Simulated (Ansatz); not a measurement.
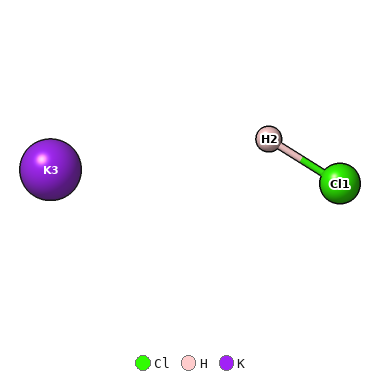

The system is Cl + HK, spin multiplicity 2; the picture shows the reference structure. 
- First axis: distance Cl1–H2. Second axis: distance H2–K3.
- Nothing is relaxed (the angle Cl1–H2–K3 is fixed at 140 degrees).
- Grid: 17 × 17 points.
- Points are written as (first, second).
- Energies are in eV, from the lowest grid point.
- Method: UKS PBE0-D4/def2-SVPD in Ansatz.

Its coordinates:

```xyz
3

Cl   -1.2910    0.0000    0.0000
H     0.0000    0.0000    0.0000
K     2.6038    2.1848    0.0000
```

Range: distance Cl1–H2 from 1.064 to 3.064 Å; distance H2–K3 from 1.872 to 3.872 Å.

Predict the map.

The lowest grid point is at (1.291 Å, 3.399 Å). The highest grid point, (3.064 Å, 3.872 Å), lies 2.64 eV above the lowest.

| distance H2–K3 ↓, distance Cl1–H2 → | 1.118 | 1.291 | 1.505 | 1.747 | 2.011 | 2.293 | 2.591 | 2.903 |
| --- | --- | --- | --- | --- | --- | --- | --- | --- |
| 3.711 | 0.69 | 0.01 | 0.38 | 1.04 | 1.57 | 1.94 | 2.22 | 2.45 |
| 3.399 | 0.70 | 0.00 | 0.32 | 0.90 | 1.37 | 1.72 | 2.01 | 2.25 |
| 3.101 | 0.73 | 0.01 | 0.27 | 0.77 | 1.17 | 1.50 | 1.79 | 2.05 |
| 2.819 | 0.82 | 0.07 | 0.26 | 0.66 | 0.99 | 1.31 | 1.61 | 1.87 |
| 2.555 | 0.91 | 0.16 | 0.29 | 0.60 | 0.89 | 1.19 | 1.48 | 1.75 |
| 2.313 | 1.04 | 0.28 | 0.36 | 0.59 | 0.83 | 1.11 | 1.41 | 1.68 |
| 2.099 | 1.26 | 0.49 | 0.53 | 0.69 | 0.90 | 1.17 | 1.47 | 1.75 |
| 1.926 | 1.55 | 0.78 | 0.80 | 0.93 | 1.11 | 1.38 | 1.68 | 1.96 |

The table holds every second grid line.

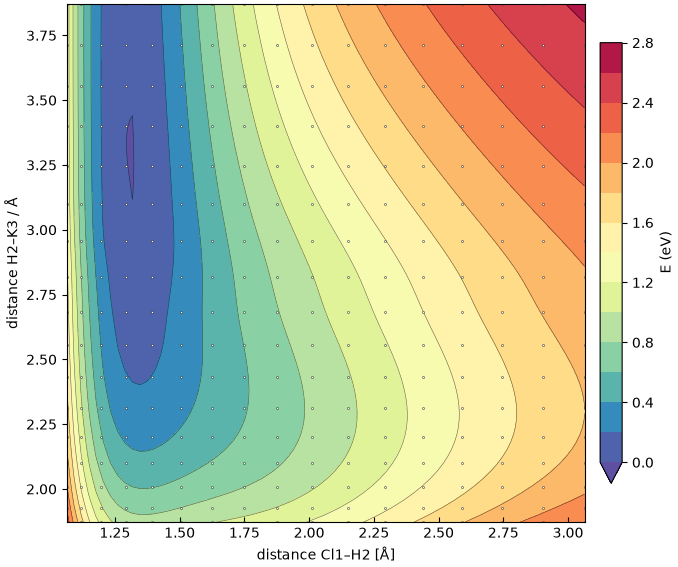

In the figure: filled contours, dots at the grid points. Between grid points the surface is interpolated.

Each point was launched as `ansatz run input.yaml --threads 1 --pin off --max-ram 2560MiB --backend cpu --events-out ev --progress --plain --runs-dir out`. Time for the 289 points that were run: 22 min on 1 thread of Arm Neoverse V1, on a shared host.
